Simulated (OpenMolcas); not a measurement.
# W⁴⁺ among point charges: CASSCF and CASPT2 levels and susceptibility

How does a field of 6 point charges split the states of W⁴⁺, and what χT follows?

Method: state-averaged CASSCF and CASPT2, spin-orbit coupling by RASSI with atomic mean-field integrals. Code: OpenMolcas 26.06.

## 1. What is computed

```
Species                           : W⁴⁺ (tungsten, Z = 74, 70 electrons)
Basis                             : ANO-RCC-VDZP [7s6p4d2f1g], 68 functions
Scalar Hamiltonian                : DKH2, point nucleus
Inactive shells                   : 1s 2s 2p 3s 3p 3d 4s 4p 4d 4f 5s 5p
Active space                      : 2 electrons in 5 orbitals (5d)
Some configurations of this space : 5d²
Orbitals                          : optimised for each spin and parity, averaged over all roots
```

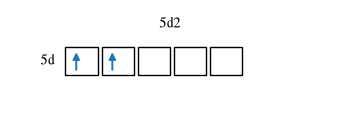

The shells outside the core, filled by Hund's rule for the drawing.

The ion sits among 6 point charges of -1 e arranged as a tetragonal octahedron (D4h), 1.93 Å from the ion, with the axial distance 2.104 Å.

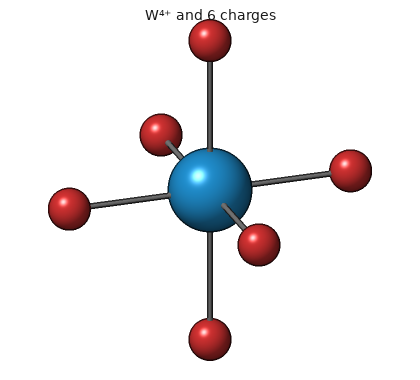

The ion and the point charges (red).

The work runs as a chain of OpenMolcas steps in one folder; each step below is one input file. Labels, J, g values, rates, χT and fits are worked out afterwards by a script from the matrices that RASSI stores. The input lists half of the charges; inversion (Group=XYZ) makes the rest.

## 2. GATEWAY and SEWARD: basis and integrals

Input file a.inp:

```
&GATEWAY
Coord
1

W 0.0 0.0 0.0
Basis=ANO-RCC-VDZP
Group=XYZ
NoMove
AngMom=0.0 0.0 0.0
AMFI
XField
3 Angstrom 0
1.930000 0.000000 0.000000 -1.000000
0.000000 1.930000 0.000000 -1.000000
0.000000 0.000000 2.103700 -1.000000
&SEWARD
```

## 3. Reference wave functions, triplets of even parity, 10 roots

Input file a.inp:

```
&RASSCF
FileOrb=start.orb
Symmetry=1
Spin=3
nActEl=2 0 0
Inactive=15 19
Ras2=5 0
CIRoot=10 10 1
SDav=10
CIMx=300
Iter=120 100
PrWF=0.3
OrbListing=Nothing
MaxOrb=0
>>> COPY $Project.JobIph JOB001
```

start.orb holds the contracted functions of the basis, ordered by shell, or the orbitals of the step before.

## 4. Reference wave functions, singlets of even parity, 15 roots

Input file a.inp:

```
&RASSCF
FileOrb=start.orb
Symmetry=1
Spin=1
nActEl=2 0 0
Inactive=15 19
Ras2=5 0
CIRoot=15 15 1
SDav=15
CIMx=300
Iter=120 100
PrWF=0.3
OrbListing=Nothing
MaxOrb=0
>>> COPY $Project.JobIph JOB002
```

## 5. State interaction with spin-orbit coupling

Input file a.inp:

```
&RASSI
NrOfJobIphs=2 10 15
1 2 3 4 5 6 7 8 9 10
1 2 3 4 5 6 7 8 9 10 11 12 13 14 15
IphNames
JOB001
JOB002
EJob
SpinOrbit
DIPRint=1.0
SOCoupling=1000.0
Subsets=2
Property=9
'ANGMOM' 1 'ANGMOM' 2 'ANGMOM' 3 'MLTPL  1' 1 'MLTPL  1' 2 'MLTPL  1' 3
'AMFI' 1 'AMFI' 2 'AMFI' 3
SOProperty=3
'ANGMOM' 1 'ANGMOM' 2 'ANGMOM' 3
```

## 6. CASPT2: IPEA 0.25, imaginary shift 0.1 (closed shells correlated: 4f 5s 5p)

Input file a.inp:

```
>>> COPY JOB001 $Project.JobIph
&CASPT2
Multistate=10 1 2 3 4 5 6 7 8 9 10
NoMult
Frozen=14 9
IPEA=0.25
Imaginary=0.1
MaxIter=60
WThr=0.0 0.3 0.05
PrWF=0.5
NoMix
>>> COPY JOB002 $Project.JobIph
&CASPT2
Multistate=15 1 2 3 4 5 6 7 8 9 10 11 12 13 14 15
NoMult
Frozen=14 9
IPEA=0.25
Imaginary=0.1
MaxIter=60
WThr=0.0 0.3 0.05
PrWF=0.5
NoMix
```

(Steps that only read results are left out.)

Q: Predict the outcome of this session. Wanted: spin-free ground state; first state of the same spin within the active space; lowest level; next level.

The runs gave:

| quantity | value |
| --- | --- |
| method | SS-CASPT2, IPEA 0.25, imaginary shift 0.1 (closed shells correlated: 4f 5s 5p) |
| spin-free ground state | 3A2, 1-fold in its orbital part |
| first state of the same spin within the active space | 3E at 1210 cm⁻¹ |
| lowest level | 1-fold A1 |
| next level | 772.0 cm⁻¹ |
| χT at 300 K | 0.06 cm³ K/mol |
| effective moment at 300 K | 0.70 μB |

Cost by method:

| method | time of its own steps | time with the reference |
| --- | --- | --- |
| A. CASSCF | 6.2 s | 6.2 s |
| B. SS-CASPT2, IPEA 0.25, imaginary shift 0.1, +4f 5s 5p | 4.3 s | 10 s |

Times are of one thread on a shared host.

In words: The spin-free ground state (3A2) comes to 94 % from free-ion F terms and keeps the highest spin of the shell. χT at 300 K is 0.06, against 1.00 cm³ K/mol for the spin alone, so spin-orbit coupling lowers it. The field of point charges can differ much from that of real complexes. Point charges carry no covalency, so the field is a model and not that of real ligands.
